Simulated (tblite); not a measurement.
**Run report: C5H11NOSi, frequency calculation**

- system: C5H11NOSi
- method: GFN2-xTB harmonic vibrations, gas phase (tblite 0.8.0)

It belongs to a series of runs on one base structure; here: SiH2 inserted into a C-C bond.

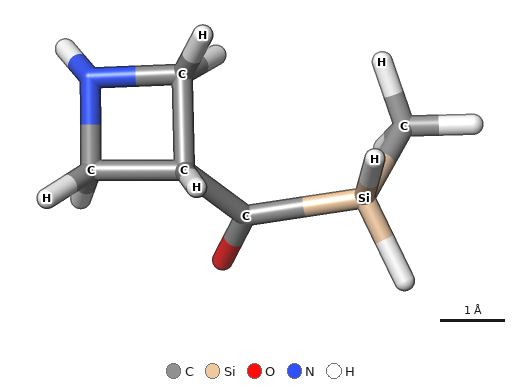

**Figure 1.** The input geometry (stick view, seen at a tilt).

**Input file**
```
{"job": {"kind": "ir", "xc": "GFN2-xTB", "basis": "xTB"}, "charge": 0, "multiplicity": 1}
C      2.607801     0.262949    -1.051656
Si     1.996042    -0.037429     0.719723
C      0.284548    -0.919902     0.603009
O      0.226700    -2.078624     0.252448
C     -0.945020    -0.106606     0.900150
C     -1.249666     0.959229    -0.172713
N     -2.624658     0.467518    -0.260986
C     -2.311685    -0.713629     0.552288
H      2.040450     1.048663    -1.544679
H      2.518835    -0.638725    -1.652246
H      3.651961     0.562306    -1.055890
H      1.817136     1.229155     1.438637
H      2.887378    -0.944683     1.441869
H     -0.873223     0.305563     1.905979
H     -0.646673     0.834303    -1.080380
H     -1.195803     2.000654     0.150964
H     -2.966898     0.280911    -1.196554
H     -3.011230    -0.846667     1.379268
H     -2.215801    -1.655735     0.003195
```

The first line tells a small driver script what to run in tblite; the rest is the geometry in Å.

Hardware: 1 CPU thread, shared host.

Command:
```bash
OMP_NUM_THREADS=1 python <driver script> task.json out
```

**Output**
```
mode    cm-1     km/mol
  1      -9.8      0.17
  2      40.5      1.21
  3      86.3      5.89
  4     119.1      0.33
  5     127.5      1.65
  6     142.7      1.43
  7     252.4      2.71
  8     272.4      7.33
  9     391.9     28.67
 10     459.1     46.71
 11     520.0      9.51
 12     590.2     15.06
 13     652.1     32.87
 14     685.2    108.23
 15     727.7     90.60
 16     754.3     42.60
 17     762.2    206.02
 18     826.1     75.23
 19     835.8    126.66
 20     857.8     72.22
 21     881.9      6.74
 22     958.1      8.04
 23    1022.5      1.69
 24    1048.6      4.38
 25    1053.7     15.50
 26    1085.6      3.79
 27    1100.0     18.45
 28    1117.1      3.63
 29    1154.9     24.15
 30    1189.7      3.47
 31    1236.0      9.43
 32    1254.6      5.08
 33    1289.3     13.50
 34    1304.4     20.92
 35    1362.9      9.30
 36    1473.4      1.38
 37    1475.4      1.44
 38    1480.5      0.48
 39    1484.2      5.01
 40    1716.3    209.46
 41    2232.1    317.67
 42    2274.4    265.19
 43    2887.6     69.75
 44    2925.6     33.01
 45    2958.3     32.11
 46    2970.6     59.22
 47    2984.5     35.59
 48    3026.4     20.99
 49    3033.3     14.31
 50    3040.4     18.89
 51    3383.3     14.99
```

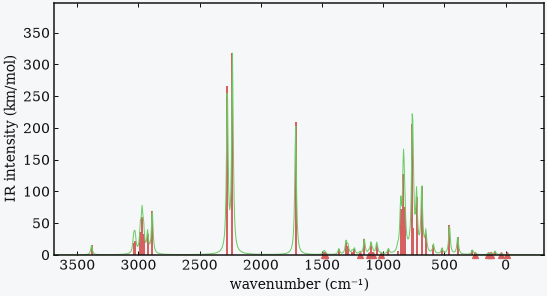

**Figure 2.** Harmonic infrared spectrum, unscaled: sticks (degenerate modes added up, dark ones marked on the axis) with a Lorentzian envelope of 16 cm⁻¹ full width, scaled to the tallest stick; imaginary modes are drawn at negative wavenumbers. 51 modes from 10i to 3383 cm⁻¹, 1 imaginary beyond 8i (10i cm⁻¹): not a clean minimum; so soft a mode can be a shallow saddle, an incomplete relaxation or noise of the force constants. The strongest line is at 2232 cm⁻¹ (318 km/mol).

**Results in brief**

```tsv
quantity	value
outcome	converged
total energy	−679.5029 eV
zero-point energy	93.6500 kcal/mol
wall time	0.6 s
peak memory	0.18 GiB
```
